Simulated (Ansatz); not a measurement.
# Moving the knobs of a GW run on LiMgBN2 (I-4m2)

Aim: change settings of a G0W0 run on LiMgBN2 (I-4m2) and see what moves.

Program: Ansatz 0.2.0. Level of theory: G0W0 on PBE, plane waves, PAW; PAW set soft_1. Results are calculated unless marked as measured.

### 1. The starting structure

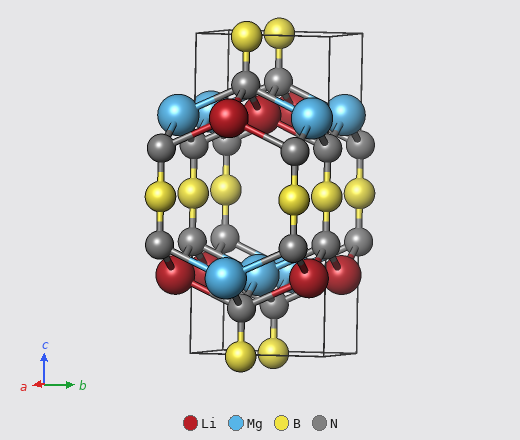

The starting structure, seen slightly off an axis (lithium red, magnesium blue, boron yellow, nitrogen grey). 2×1×1 cells are drawn. This picture shows the conventional cell, with its axes. Some periodic images of atoms are drawn too.

Structure file:

```
Li Mg B N
1.0
    -1.90966    1.90966    4.44352
     1.90966   -1.90966    4.44352
     1.90966    1.90966   -4.44352
Li Mg B N
1 1 1 2
Cartesian
  1.9097 0.0000 2.2218
  0.0000 1.9097 2.2218
  0.0000 0.0000 4.4435
  0.0000 0.0000 5.7878
  0.0000 0.0000 3.0992
```

The cell and positions are those that the Materials Project relaxed with its own functionals (PBE, PBE+U or r2SCAN), kept fixed.

### 2. The base run: 6×6×6 mesh, 238 empty bands, screening to 138 eV, PAW set soft_1 files

G0W0 replaces the xc potential by the self-energy, built once from these orbitals. Only a window of levels is corrected, while the sums run over the empty bands that the input names. This step takes PAW set soft_1 files.

input.yaml

```yaml
crystal:
  lattice:
    - [-1.909656, 1.909656, 4.443522]
    - [1.909656, -1.909656, 4.443522]
    - [1.909656, 1.909656, -4.443522]
  atoms:
    - { symbol: Li, position: [0.25, 0.75, 0.5] }
    - { symbol: Mg, position: [0.75, 0.25, 0.5] }
    - { symbol: B, position: [0.5, 0.5, 0.0] }
    - { symbol: "N", position: [0.6512635, 0.6512635, 0.0] }
    - { symbol: "N", position: [0.3487365, 0.3487365, 0.0] }
kpoints:
  mp_grid: { grid: [6, 6, 6] }
hamiltonian:
  xc: pbe
  pseudopotentials: { kind: paw, azcp: { folder: soft_1 } }
scf:
  occupations: { method: fixed }
gw:
  n_empty_bands: 238
  ecut_chi: 138
  qp_bands: [v2, c2]
  qp_kpoints: band_edges
  screening: { model: contour_deformation }
```

The run is started by

```bash
ansatz run input.yaml --threads 3 --pin off --max-ram 92160MiB --backend cuda --events-out ev --progress --plain --runs-dir out --devices 1 --max-vram 13GiB
```

Numbers of over 12 decimals in the logs are rounded to 6 here.

The program printed:

```text
GPUs: using 1 of 1 available (devices: 1).
Engine: ansatz 0.2.0, x86_64-unknown-linux-gnu
Pseudopotentials: kind: paw
Pseudopotential: Li, paw, valence charge 3, recommended cutoff 420 eV (normal), soft_1/Li.paw.azcp
Pseudopotential: Mg, paw, valence charge 10, recommended cutoff 420 eV (normal), soft_1/Mg.paw.azcp
Pseudopotential: B, paw, valence charge 3, recommended cutoff 420 eV (normal), soft_1/B.paw.azcp
Pseudopotential: N, paw, valence charge 5, recommended cutoff 420 eV (normal), soft_1/N.paw.azcp
Functional definition: PBE
  parameter kappa = 0.804
  parameter beta = 0.066725
  exchange = pbe_x(kappa = kappa, mu = beta*pi^2/3)
  correlation = pbe_c(beta = beta)
device memory: the entry about to start is reckoned to put 0.8 GiB on a device that reports 21.7 GiB free (of which the cap on the GPU budget leaves the run 13.0 GiB)
GPU FFT provider: cuFFT
GPU libraries: cuBLAS 13.8.2, cuFFT 12.4.0, cuSOLVER 12.3.4
Crystal: 5 atoms, lattice volume = 64.818 Å³
Basis set: ecut = 420 eV, 1283 PW (Γ)
Bands: 18, of which v1, the nominal top of the filled ones, is band 13 counted from 1 (12 counted from 0)
Symmetry: 8 space group operations
Space group: I-4m2 (ITA 119), of the structure as read, at distance tolerance 4.0e-5 Å
k-points: 30 of 216 (time reversal used)
Non-local potential: Li, projectors of the file, l = 0: 3, l = 1: 2, l = 2: 1
Non-local potential: Mg, projectors of the file, l = 0: 3, l = 1: 2, l = 2: 1
Non-local potential: B, projectors of the file, l = 0: 2, l = 1: 2, l = 2: 1
Non-local potential: N, projectors of the file, l = 0: 2, l = 1: 2, l = 2: 1
PAW form: soft (Blöchl's): semilocal exchange-correlation on the pseudo side does not see the compensation charge
PAW one-centre angular grid: Li, 110 points (default); XC on 96 Gauss nodes
PAW one-centre angular grid: Mg, 110 points (default); XC on 64 Gauss nodes
PAW one-centre angular grid: B, 110 points (default); XC on 64 Gauss nodes
PAW one-centre angular grid: N, 110 points (default); XC on 64 Gauss nodes
Initial density: superposition of atomic densities (chi_scale 0.1, normalization cell, long waves kept (reshape's long-wave potential 0.02 eV rms))
Initial wavefunctions: pseudopotential atomic-orbital guess
GPU buffer pool allocated for 46656 grid points (all kernels)
GPU transforms: local potential and band sums: pruned to the plane-wave sphere, on 36×36×36
Functional: x = pbe(κ = 0.804, μ = 0.219515), c = pbe(β = 0.066725)
SCF iter   1: F=—  HF=-3059.828881 eV  |F-HF|=—  |Δ(HF+E_count)|=         —  Δρ=1.03e-1  dr2=9.26e0  ethr=3.10e-3  ⟨swp⟩=5.0  Hψ=2573  notcnv=0  defer=78
preconditioner: auto → none  [insulator: Δε(μ)=4.483 eV  Ē_g=13.483 eV  n_scr=14 (ndim 8)  ℏωp=18.4 eV  f_vac=0.001  ε∞_Penn≈2.9]
[...]
E_xc         = -187.443784
  E_vxc        = -235.019270  (∫ρ·V_xc dr)
  E_paw        = -659.439170  (= ΣΔE_a)
  E_vpaw       = -103.759028  (= ΣTr[D̂ρ^β])
  E_aug_tail   = 0.001976  (compensation charges beyond the density's cutoff)
  E_ewald      = -1115.590766
  E_smearing   = -0.000000  (= −TS)
  E_closure    = 0.000000  (closes the sum)
  Σ components = -3057.063799   (vs F -3057.063799, Δ=0.00e0)
--- Band table (eV; the first three rows and the last of 30) ---
  k-point 0: bands = [... 9 lower, 0.9908, 0.9908, 1.7554, 1.7554, 5.7089, 9.1876, 10.9443, 10.9443, ... 1 higher]
  k-point 1: bands = [... 9 lower, 0.4655, 0.7740, 1.6012, 2.1540, 6.8010, 9.9038, 10.1587, 10.3284, ... 1 higher]
  k-point 2: bands = [... 9 lower, -0.1039, 0.3499, 1.3196, 2.5437, 7.9205, 9.7445, 9.8625, 11.3534, ... 1 higher]
  k-point 29: bands = [... 9 lower, 0.2024, 0.2024, 3.1055, 3.1055, 6.6501, 9.4436, 9.6607, 9.6607, ... 1 higher]
--- G₀W₀: contour deformation, 6 samples at zero and on the imaginary axis and 3 off it, 216 q-points, 238 empty bands' worth ---
  eigenvalues of the whole cell's RPA ε∞ on this k-mesh (on a slab, of 1 + 4πα/V) = 2.6233, 2.6233, 3.5192; static W/v taken at q = 0 is 0.350559
  bands read: the sum over 251 bands ends inside a degenerate multiplet in 2 slots, whose members it reads at an even weight; the widest, k=15: bands 251 to 252 (counted from 1) at 1/2 each
  gw.qp_kpoints: band_edges: 16 of 30 stored k-points solved, in 2 passes; an edge of the gap read off the rows below is read off those points alone
    valence top: of the k-points left out ik 6 came nearest to being solved in a further pass, in band 13 (counted from 1, as in the quasiparticle table): it holds the edge there only if its correction is more favourable than any solved in that band by at least 0.525 eV; those differ by 0.187 eV
    conduction bottom: of the k-points left out ik 17 came nearest to being solved in a further pass, in band 14 (counted from 1, as in the quasiparticle table): it holds the edge there only if its correction is more favourable than any solved in that band by at least 0.836 eV; those differ by 0.554 eV
    ik  band        ε_KS         Σx   Σc(E_QP)       V_xc       Z   E_QP_lin       E_QP  E_QP is
     0    12      1.7554   -19.7874     2.9266   -15.5065  0.7663     0.3723     0.4011  root
     0    13      1.7554   -19.7874     2.9266   -15.5065  0.7663     0.3723     0.4011  root
     0    14      5.7089    -5.3691    -3.1963    -9.0578  0.8379     6.2034     6.2014  root
     0    15      9.1876    -3.8039    -3.7041    -8.1449  0.8325     9.8289     9.8246  root
     3    12      1.1916   -19.4307     3.0906   -14.8750  0.7621    -0.3126    -0.2735  root
     3    13      2.6652   -20.1006     2.6273   -16.2033  0.7751     1.3745     1.3953  root
     3    14      8.2104    -3.3284    -3.3933    -7.0668  0.8394     8.5566     8.5554  root
     3    15      8.7533    -6.5553    -3.9763   -11.6790  0.8105     9.9149     9.9007  root
[...]
29    12      3.1055   -20.6970     2.5354   -16.9939  0.7750     1.9217     1.9378  root
    29    13      3.1055   -20.6970     2.5354   -16.9939  0.7750     1.9217     1.9378  root
    29    14      6.6501    -5.0798    -3.1988    -8.7629  0.8358     7.1364     7.1343  root
    29    15      9.4436    -6.3606    -3.8649   -11.0508  0.8164    10.2771    10.2689  root
[key lines of the parts left out:]
SCF converged after 8 iterations
Free energy (F): -3057.063799 eV
Fermi energy:    3.105453 eV
```

Wall time 1.7 min (1 × NVIDIA H100 80GB HBM3 (shared by 6 runs) with 3 threads of AMD EPYC 7R13 (Zen 3), shared host); peak memory 1.6 GiB.

This step gave:

- bands summed: 251
- RPA ε∞ on this mesh (eigenvalues): 2.623, 2.623, 3.519
- plane waves in the screening matrix: 237
- q-points in the mesh: 216
- G0W0 gap on the mesh: 4.264 eV
- k of the valence top: -0.5, -0.5, -0.5
- k of the conduction bottom: 0, 0, 0
- starting gap on the mesh: 2.603 eV
- Z at the valence top: 0.7750
- Z at the conduction bottom: 0.8379
- least direct G0W0 gap on the computed points: 5.196 eV

The gap on the mesh goes from 2.60 eV to 4.26 eV, a correction of +1.66 eV. Between the two edge states, bare exchange in place of the xc potential would open the gap by 7.39 eV, and correlation takes back 5.73 eV.

### 3. Variant: all filled levels at the zone centre

input.yaml: that of step 2 with these lines changed.

```diff
@@ -19,6 +19,6 @@
 gw:
-  n_empty_bands: 238
-  ecut_chi: 138
-  qp_bands: [v2, c2]
-  qp_kpoints: band_edges
+  n_empty_bands: 147
+  ecut_chi: 100
+  qp_bands: [lowest, c2]
+  qp_kpoints: [[0, 0, 0]]
   screening: { model: contour_deformation }
```

The program printed:

```text
GPUs: using 1 of 1 available (devices: 1).
[...]
GPU FFT provider: cuFFT
GPU libraries: cuBLAS 13.8.2, cuFFT 12.4.0, cuSOLVER 12.3.4
Crystal: 5 atoms, lattice volume = 64.818 Å³
Basis set: ecut = 420 eV, 1283 PW (Γ)
Bands: 18, of which v1, the nominal top of the filled ones, is band 13 counted from 1 (12 counted from 0)
[... 1 set-up line as in the run before ...]
[...]
k-points: 30 of 216 (time reversal used)
[...]
GPU buffer pool allocated for 46656 grid points (all kernels)
[...]
SCF iter   1: F=—  HF=-3059.828881 eV  |F-HF|=—  |Δ(HF+E_count)|=         —  Δρ=1.03e-1  dr2=9.26e0  ethr=3.10e-3  ⟨swp⟩=5.0  Hψ=2573  notcnv=0  defer=78
[...]
SCF iter   8: F=-3057.063799 eV  HF=-3057.063798 eV  |F-HF|=3.36e-9  |Δ(HF+E_count)|=   5.73e-7  Δρ=2.57e-6  dr2=3.51e-9  ethr=3.85e-10  ⟨swp⟩=9.6  Hψ=2369  notcnv=0
SCF 1 converged in 8 iterations: F = -3057.063799 eV  dr2 = 3.51e-9
[...]
NSCF: frozen V_eff on 30 k-points, pencils in batches of 32, up to order 72
[...]
NSCF: frozen V_eff on 30 k-points
G₀W₀ screening: q 1/30
[... further progress lines ...]
[...]
SCF converged after 8 iterations
Free energy (F): -3057.063799 eV
[...]
Internal energy: -3057.063799 eV  (E = F + TS)
E sigma→0 (E₀):  -3057.063799 eV
Fermi energy:    3.105453 eV
[...]
--- Band table (eV; the first three rows and the last of 30) ---
  k-point 0: bands = [... 9 lower, 0.9908, 0.9908, 1.7554, 1.7554, 5.7089, 9.1876, 10.9443, 10.9443, ... 1 higher]
  k-point 1: bands = [... 9 lower, 0.4655, 0.7740, 1.6012, 2.1540, 6.8010, 9.9038, 10.1587, 10.3284, ... 1 higher]
  k-point 2: bands = [... 9 lower, -0.1039, 0.3499, 1.3196, 2.5437, 7.9205, 9.7445, 9.8625, 11.3534, ... 1 higher]
  k-point 29: bands = [... 9 lower, 0.2024, 0.2024, 3.1055, 3.1055, 6.6501, 9.4436, 9.6607, 9.6607, ... 1 higher]
[...]
`?` marks the rows in doubt; gw_qp.tsv's column doubts and the gw_qp event give each row's grounds
[...]
0     1    -70.3907   -61.1669    12.7442   -38.4096  0.7768   -82.9289   -80.4038  root ?
     0     2    -40.4506   -44.6676     8.4949   -28.9134  0.7955   -49.0801   -47.7100  root ?
     0     3    -37.2052   -52.6699     9.1340   -37.1912  0.7875   -44.6033   -43.5499  root ?
     0     4    -37.1209   -52.7625     9.2154   -37.2228  0.7862   -44.4993   -43.4452  root ?
     0     5    -37.1209   -52.7625     9.2154   -37.2228  0.7862   -44.4993   -43.4452  root ?
     0     6    -11.2347   -27.6151     8.2299   -17.7953  0.7336   -12.6976   -12.8246  root ?
     0     7    -10.2107   -28.4131     7.8000   -19.0280  1.1217   -12.2396   -11.7959  root ?
     0     8     -1.6554   -21.7863     4.4574   -15.8832  0.7351    -3.1472    -3.1010  root
     0     9      0.5973   -22.7609     3.9880   -17.6270  0.7620    -0.5686    -0.5485  root
     0    10      0.9908   -19.6953     3.1477   -15.3471  0.7611    -0.2351    -0.2097  root
     0    11      0.9908   -19.6953     3.1477   -15.3471  0.7611    -0.2351    -0.2097  root
     0    12      1.7554   -19.7874     3.0622   -15.5065  0.7684     0.5139     0.5367  root
     0    13      1.7554   -19.7874     3.0622   -15.5065  0.7684     0.5139     0.5367  root
     0    14      5.7089    -5.3691    -3.1539    -9.0578  0.8388     6.2462     6.2438  root
     0    15      9.1876    -3.8039    -3.6717    -8.1449  0.8326     9.8619     9.8570  root
```

It took 36 s on 1 × NVIDIA H100 80GB HBM3 (shared by 6 runs) with 3 threads; peak memory 1.2 GiB.

Absolute levels on the run's own zero. QP, by row:

```tsv
k index	band	KS (eV)	Sigma_x (eV)	Sigma_c (eV)	Vxc (eV)	Z	QP linearised (eV)	QP (eV)	source	doubts
0	1	-70.39	-61.17	12.74	-38.41	0.7768	-82.93	-80.4	root	energies_apart,sigma_c_rises
0	2	-40.45	-44.67	8.495	-28.91	0.7955	-49.08	-47.71	root	energies_apart
0	3	-37.21	-52.67	9.134	-37.19	0.7875	-44.6	-43.55	root	energies_apart
0	4	-37.12	-52.76	9.215	-37.22	0.7862	-44.5	-43.45	root	energies_apart
0	5	-37.12	-52.76	9.215	-37.22	0.7862	-44.5	-43.45	root	energies_apart
0	6	-11.23	-27.62	8.23	-17.8	0.7336	-12.7	-12.82	root	energies_apart
0	7	-10.21	-28.41	7.8	-19.03	1.122	-12.24	-11.8	root	z_outside_unit_interval,energies_apart,sigma_c_rises
0	8	-1.655	-21.79	4.457	-15.88	0.7351	-3.147	-3.101	root	
0	9	0.5973	-22.76	3.988	-17.63	0.762	-0.5686	-0.5485	root	
0	10	0.9908	-19.7	3.148	-15.35	0.7611	-0.2351	-0.2097	root	
0	11	0.9908	-19.7	3.148	-15.35	0.7611	-0.2351	-0.2097	root	
0	12	1.755	-19.79	3.062	-15.51	0.7684	0.5139	0.5367	root	
0	13	1.755	-19.79	3.062	-15.51	0.7684	0.5139	0.5367	root	
0	14	5.709	-5.369	-3.154	-9.058	0.8388	6.246	6.244	root	
0	15	9.188	-3.804	-3.672	-8.145	0.8326	9.862	9.857	root
```

Against the base:

```tsv
setting	base	variant
empty bands	238	147
screening cutoff (eV)	138	100
levels asked	v2 to c2	lowest to c2
points asked	band edges	[[0, 0, 0]]
```

### 4. Outcome

| Property | Result |
| --- | --- |
| base | 4.26 eV, 1.7 min |
| all filled levels at the zone centre | direct gap at the listed points 5.71 eV, 36 s |

All filled levels at the zone centre: only the listed points were computed; the least direct gap there is 5.71 eV, with empty bands, screening cutoff, levels asked and points asked changed against the base. All runs here use a coarse mesh and modest cutoffs; they test settings and are not final values.

[Paths, hosts, dates, memory and timing lines, banners, echoed tables and standing remarks are left out of the program output.]

[Logs are printed without paths, hosts, clocks, repeated set-up lines and the standing remarks that a program may print on its own settings, such as how far it seeks lower states.]

[Runs of the session that timed out or met a known fault of the program may be left out.]

[Cells called generated may have been cut or substituted from an entry of the Crystallography Open Database or the Materials Project.]

[Hosts, paths, dates, database ids (printed as entryN), source tags and the programs' standing remarks are cut or masked in the printed files.]
